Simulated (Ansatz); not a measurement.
# MgNi3C (Pm-3m): Grüneisen parameters, part 2 of 2

Aim: how the phonons of MgNi3C (Pm-3m) shift with volume, and the thermal expansion that follows.

Ansatz 0.2.0; DFT PBEsol, scalar-relativistic, plane waves, PAW; PAW set soft_1.

So far, highest frequency on the path or at a solved wavevector (cm⁻¹): step 2 (phonons on a q mesh) 702; step 4 (phonons at the other volume, volume ratio 0.97) 735.

**5. Relaxing at another volume, volume ratio 1.03**

The volume is scaled by 1.03 and held; symmetry leaves nothing to relax, so this is a single point. The modes can then be followed against volume.

The input, input.yaml:

```yaml
crystal:
  lattice:
    - [3.8092829362, 0.0, 0.0]
    - [0.0, 3.8092829362, 0.0]
    - [0.0, 0.0, 3.8092829362]
  atoms:
    - { symbol: Mg, position: [0.0, 0.0, 0.0] }
    - { symbol: Ni, position: [0.0, 0.5, 0.5] }
    - { symbol: Ni, position: [0.5, 0.0, 0.5] }
    - { symbol: Ni, position: [0.5, 0.5, 0.0] }
    - { symbol: C, position: [0.5, 0.5, 0.5] }
kpoints:
  mp_grid: { grid: [12, 12, 12] }
hamiltonian:
  xc: pbesol
  pseudopotentials: { kind: paw, azcp: { folder: soft_1 }, xc_functional: pbe }
scf:
  occupations: { method: methfessel_paxton, width: 0.2 }
output:
  forces: true
  stress: true
  eigenvalues: true
```

On the command line:

```
ansatz run input.yaml --threads 4 --pin off --max-ram 10240MiB --backend cpu --events-out ev --progress --plain --runs-dir out
```

Numbers of over 12 decimals in the logs are rounded to 6 here.

Output:

```text
[...]
Crystal: 5 atoms, lattice volume = 55.275 Å³
Basis set: ecut = 420 eV, 1045 PW (Γ), exchange–correlation on 54×54×54 points (8 copies of the dense FFT grid, shifted against one another)
Bands: 41, of which v1, the nominal top of the filled ones, is band 34 counted from 1 (33 counted from 0)
Symmetry: 48 space group operations
[...]
k-points: 84 of 1728
[...]
k-point 0: bands = [... 30 lower, 12.8518, 13.4901, 13.4901, 13.4901, 13.7566, 17.4690, 19.2092, 19.2092, ... 3 higher]
  k-point 1: bands = [... 30 lower, 12.8565, 13.4901, 13.5360, 13.5360, 13.7329, 17.5240, 18.7491, 19.2357, ... 3 higher]
  k-point 2: bands = [... 30 lower, 12.8634, 13.4902, 13.6628, 13.6731, 13.6731, 17.6478, 18.3568, 19.3178, ... 3 higher]
  k-point 83: bands = [... 30 lower, 13.1591, 13.1591, 13.5472, 13.5472, 13.5472, 15.3987, 15.3987, 15.3987, ... 3 higher]
[key lines of the parts left out:]
SCF converged after 10 iterations
Free energy (F): -19574.487165 eV
Fermi energy:    14.218767 eV
P = ⅓ Tr σ = -5.3402 GPa (-53.402 kbar)
```

The job ended after 2.8 s (4 threads of Arm Neoverse V2, shared host; peak memory 0.45 GiB; 10 s of CPU time).

Numbers from this step:

```yaml
pressure: -5.340 GPa
volume_per_atom: 11.06 Å³
```

The run ends at a pressure of -5.34 GPa.

**6. Phonons at the other volume, volume ratio 1.03**

The phonons are repeated at this volume on the same k and q meshes.

Changes to input.yaml since step 5:

```diff
@@ -19,4 +19,11 @@
 output:
-  forces: true
-  stress: true
   eigenvalues: true
+phonons:
+  method: dfpt
+  qmesh: [2, 2, 2]
+  temperatures: { t_max: 1000, t_step: 50 }
+  qpath:
+    path:
+      - [[0.0, 0.0, 0.0], [0.0, 0.5, 0.0], [0.5, 0.5, 0.0], [0.0, 0.0, 0.0], [0.5, 0.5, 0.5], [0.0, 0.5, 0.0]]
+      - [[0.5, 0.5, 0.5], [0.5, 0.5, 0.0]]
+    npoints: 10
```

Output:

```text
[...]
Crystal: 5 atoms, lattice volume = 55.275 Å³
Basis set: ecut = 420 eV, 1045 PW (Γ), exchange–correlation on 54×54×54 points (8 copies of the dense FFT grid, shifted against one another)
Bands: 41, of which v1, the nominal top of the filled ones, is band 34 counted from 1 (33 counted from 0)
Symmetry: 48 space group operations
k-points: 84 of 1728
[...]
k-point 83: bands = [... 30 lower, 13.1591, 13.1591, 13.5473, 13.5473, 13.5473, 15.3987, 15.3987, 15.3987, ... 3 higher]
[...]
ASR residual: 1.133e-4 → 0.000e0 eV/Å²; symmetrization residual: 2.426e-6 eV/Å²
  ASR residual per site (eV/Å²): 3.27e-5 1.13e-4 1.13e-4 1.13e-4 8.46e-6
[...]
--- Phonons (arbitrary-q DFPT): 4 irreducible q on the 2×2×2 mesh ---
[...]
interpolated dispersion: 62 rows × 15 modes
[...]
[key lines of the parts left out:]
SCF converged after 13 iterations
Free energy (F): -19574.487165 eV
Fermi energy:    14.218777 eV
```

Run time: 7.7 min. Hardware: 4 threads; peak memory 2.2 GiB.

This step gave:

```
sum-rule residual before enforcement                    : 1.13e-4 eV/Å²
lowest frequency on the path                            : -37.77 cm⁻¹
highest frequency on the path or at a solved wavevector : 670.4 cm⁻¹
highest optical mode at the zone centre (no LO-TO term) : 561.0 cm⁻¹
lowest optical zone-centre mode                         : 137.4 cm⁻¹
lowest mode on the q mesh (acoustic modes at Γ apart)   : -30.29 cm⁻¹
```

Frequencies (cm⁻¹) solved at each irreducible wavevector; negative means imaginary. Frequencies by wavevector, by row:

| q in reciprocal lattice units | star | mode 1 | mode 2 | mode 3 | mode 4 | mode 13 | mode 14 | mode 15 |
| --- | --- | --- | --- | --- | --- | --- | --- | --- |
| 0 0 0 | 1 | 0 | 0 | 0 | 137.4 | 561 | 561 | 561 |
| 0 0 -0.5 | 3 | 27.6 | 27.6 | 103.9 | 111.5 | 556.4 | 556.4 | 645.5 |
| 0 -0.5 -0.5 | 3 | -30.3 | 76.6 | 76.6 | 82.5 | 546.8 | 660.6 | 660.6 |
| -0.5 -0.5 -0.5 | 1 | 65.6 | 65.6 | 65.6 | 109.7 | 670.4 | 670.4 | 670.4 |

The highest optical mode at the zone centre (no LO-TO term) is 561.0 cm⁻¹, -37.8 cm⁻¹ against the base run.

**7. Grüneisen parameters**

The Grüneisen parameter of a mode is minus the logarithmic change of its frequency with volume, −d ln ω / d ln V; weighted by heat capacity it gives the expansion.

Numbers from this step:

- bulk modulus: 193.7 GPa

Phonon branches along the path, in cm⁻¹:

| point | branch 1 | branch 2 | branch 3 | branch 4 | branch 12 | branch 13 | branch 14 | branch 15 |
| --- | --- | --- | --- | --- | --- | --- | --- | --- |
| Γ | 0 | 0 | 0 | 139 | 290 | 599 | 599 | 599 |
| X | 26 | 26 | 108 | 115 | 286 | 594 | 594 | 677 |
| M | 20 | 83 | 83 | 84 | 326 | 585 | 692 | 692 |
| Γ | 0 | 0 | 0 | 139 | 290 | 599 | 599 | 599 |
| R | 72 | 72 | 72 | 107 | 367 | 702 | 702 | 702 |
| X | 26 | 26 | 108 | 115 | 286 | 594 | 594 | 677 |
| jump to R | 72 | 72 | 72 | 107 | 367 | 702 | 702 | 702 |
| M | 20 | 83 | 83 | 84 | 326 | 585 | 692 | 692 |

The same for volume x 0.97:

| point | branch 1 | branch 2 | branch 3 | branch 4 | branch 12 | branch 13 | branch 14 | branch 15 |
| --- | --- | --- | --- | --- | --- | --- | --- | --- |
| Γ | 0 | 0 | 0 | 141 | 304 | 638 | 638 | 638 |
| X | 24 | 24 | 112 | 118 | 306 | 633 | 633 | 710 |
| M | 44 | 85 | 85 | 90 | 348 | 624 | 726 | 726 |
| Γ | 0 | 0 | 0 | 141 | 304 | 638 | 638 | 638 |
| R | 80 | 80 | 80 | 104 | 389 | 735 | 735 | 735 |
| X | 24 | 24 | 112 | 118 | 306 | 633 | 633 | 710 |
| R | 80 | 80 | 80 | 104 | 389 | 735 | 735 | 735 |
| M | 44 | 85 | 85 | 90 | 348 | 624 | 726 | 726 |

The same for volume x 1.03:

| point | branch 1 | branch 2 | branch 3 | branch 4 | branch 12 | branch 13 | branch 14 | branch 15 |
| --- | --- | --- | --- | --- | --- | --- | --- | --- |
| Γ | 0 | 0 | 0 | 137 | 275 | 561 | 561 | 561 |
| X | 28 | 28 | 104 | 112 | 268 | 556 | 556 | 646 |
| M | -30 | 77 | 77 | 82 | 306 | 547 | 661 | 661 |
| Γ | 0 | 0 | 0 | 137 | 275 | 561 | 561 | 561 |
| R | 66 | 66 | 66 | 110 | 346 | 670 | 670 | 670 |
| X | 28 | 28 | 104 | 112 | 268 | 556 | 556 | 646 |
| R | 66 | 66 | 66 | 110 | 346 | 670 | 670 | 670 |
| M | -30 | 77 | 77 | 82 | 306 | 547 | 661 | 661 |

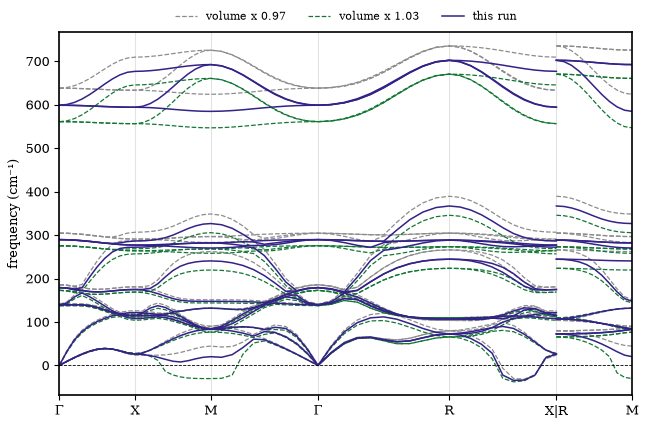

Phonon branches along the path; dashed: volume x 0.97 and volume x 1.03.

**8. Results**

| Item | Value |
| --- | --- |
| bulk modulus | 194 GPa |

What this shows: No expansion is given, because modes are imaginary at one volume or more. The highest optical mode at Γ goes from 638 to 561 cm⁻¹ as the cell grows, a Grüneisen parameter of 2.15. Branches are matched by rank, so values near crossings are rough. The q mesh stands for a supercell only 7.5 Å across, so branches between the solved wavevectors are rough. With no gap, or one that is small against the smearing, the frequencies hang on the k mesh and the smearing, most of all near Kohn anomalies. The phonon runs are without spin polarisation, although Ni often carries a moment. The PAW files were made for PBE and serve the other functionals too.

[Logs are printed without paths, hosts, clocks, repeated set-up lines and the standing remarks that a program may print on its own settings, such as how far it seeks lower states.]

[Hosts, paths, dates, database ids (printed as entryN), source tags and the programs' standing remarks are cut or masked in the printed files.]
